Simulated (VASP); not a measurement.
Band structure of Ir (relaxed from the bcc structure, space group Im-3m). Method: PBEsol GGA, VASP's PBE PAW potentials (set 64) (plane waves; VASP).

Unless said otherwise, spin-orbit coupling is left out, though it shifts the bands of the heavy elements here.

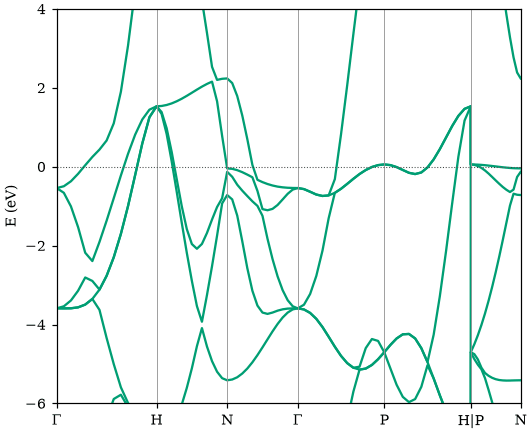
Bands along high-symmetry lines, zero at the valence-band maximum or, without a gap, the Fermi level

Read the plot: is there a gap, and where are the band edges?

It has no gap at this level: it comes out as a metal or semimetal. (Edges off the drawn lines would not show.)

The structure was generated: Ir was put into the bcc type (Im-3m), which need not be its known phase. It was relaxed first.
